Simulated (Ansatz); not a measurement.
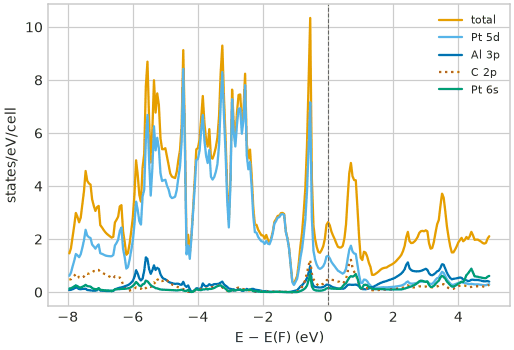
Total and projected density of states of AlPt₃C (anti-perovskite, Pm-3m), r²SCAN in the plane-wave PAW code Ansatz

**Question.** Which orbitals carry the states next to the Fermi level?

**Answer.** Within 0.5 eV of the Fermi level: Pt 5d 53 %, C 2p 19 %, Al 3p 10 %, Al 3s 8 %, Pt 6s 6 %. Projections are on Löwdin-orthogonalised atomic valence shells; empty p or d shells of many metals are not among them.

**Question.** Where is the tallest occupied peak in this window, and what makes it?

**Answer.** Near -0.5 eV, about 10 states/eV per cell; the largest projected share is Pt 5d.

The start of the workflow was typed in or built on a structure type; neither database checked (COD, Materials Project) lists it. Whether it is the stable phase at ambient conditions was not checked. The r²SCAN relaxation kept the symmetry of its start; whether a distortion lowers the energy is not shown. No spin polarisation was allowed. Its formation energy is positive at this level, so the cell may be metastable or incomplete. Scalar-relativistic: spin–orbit coupling is off unless named, which matters more the heavier the elements.

Potentials: the earlier of the program's two PAW sets.
